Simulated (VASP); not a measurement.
Band structure of Re (hcp). These are vdW-DF2, VASP's PBE PAW potentials (set 64) (plane waves; VASP) values and carry that method's errors.

Unless said otherwise, spin-orbit coupling is left out, though it shifts the bands of the heavy elements here.

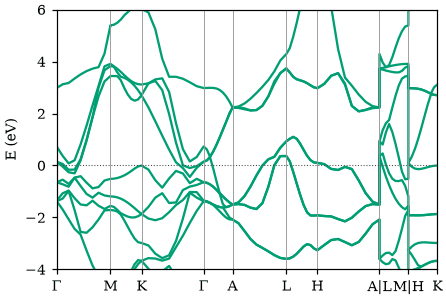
Figure: Bands along high-symmetry lines, zero at the valence-band maximum or, without a gap, the Fermi level

### Question
Read the plot: is there a gap, and where are the band edges?

### Answer
It has no gap at this level: it comes out as a metal or semimetal. (Edges off the drawn lines would not show.)

The compound is Re in the hcp structure. It was relaxed first, which changed the volume by +8 %.
